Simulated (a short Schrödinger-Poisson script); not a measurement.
Structure: MOS inversion layer, Al2O3 on p-type Si(100), at 300 K.

```tsv
layer	material	thickness (nm)	Na (cm⁻³)
1	Al2O3	2.4	-
2	Si	1800	5.9e16
```

The device is made up for the run: typed textbook-type constants, with dimensions and the other settings drawn at random. Al2O3: permittivity 9, conduction-band edge (eV) 2.7, gap (eV) 6.8, electron mass (mₑ) 0.3. Si: permittivity 11.7, conduction-band edge (eV) 0, gap (eV) 1.124, Nv at 300 K (cm⁻³) 3.1e19.

Channel valleys (confinement mass, in-plane density-of-states mass, number): Δ2 0.916, 0.19, 2; Δ4 0.19, 0.417, 4. At the gate the conduction-band edge of layer 1 lies 3.02 eV − eVg above the Fermi level of the channel; the field vanishes at the back. Gaps are held at their typed values at every temperature. Mesh 0.03 nm at interfaces.

Solved with a short Schrödinger-Poisson script written for these runs: 1D Poisson equation in equilibrium, electrons quantum, Hartree (BenDaniel-Duke, 12 states a valley, the channel's in-plane mass for all, wave functions ending at the dielectric), parabolic valleys, classical holes, full ionisation, no traps, pinning or gate leakage.

Only gate voltages with over 1e8 electrons/cm² are shown.

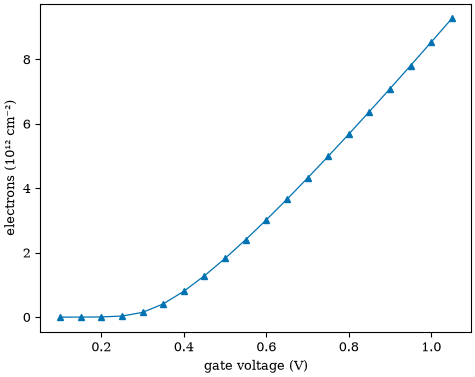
Figure. Sheet density against gate voltage

```csv
Vg (V),electrons (cm⁻²),C (μF/cm²),Δ2 E0 (meV),Δ2 E1 (meV),Δ4 E0 (meV),Δ4 E1 (meV)
0.1,1.54e8,0.0835,294.9,324.5,322.2,371.4
0.15,9.53e8,0.0852,247.2,277.5,275.1,325.5
0.2,5.84e9,0.110,199.6,230.7,228.2,279.9
0.25,3.34e10,0.246,153.7,185.7,183.2,236.2
0.3,1.46e11,0.641,114.0,147.9,145.3,200.0
0.35,4.09e11,1.11,85.0,122.0,119.4,176.4
0.4,8.02e11,1.43,64.7,105.6,102.9,162.5
0.45,1.28e12,1.65,49.5,94.8,92.0,154.0
0.5,1.82e12,1.81,37.5,87.0,84.1,148.4
0.55,2.40e12,1.92,27.5,81.1,78.2,144.5
0.6,3.02e12,2.01,18.9,76.4,73.5,141.6
0.65,3.66e12,2.08,11.3,72.6,69.7,139.4
0.7,4.32e12,2.14,4.5,69.4,66.4,137.6
0.75,4.99e12,2.19,-1.8,66.6,63.6,136.2
0.8,5.68e12,2.23,-7.6,64.1,61.1,135.0
0.85,6.38e12,2.26,-13.1,61.9,58.9,133.9
0.9,7.09e12,2.29,-18.4,59.8,56.8,133.0
0.95,7.81e12,2.32,-23.3,57.9,55.0,132.2
1,8.54e12,2.34,-28.1,56.2,53.2,131.5
1.05,9.27e12,2.36,-32.8,54.5,51.5,130.9
```

Subbands count from the Fermi level.
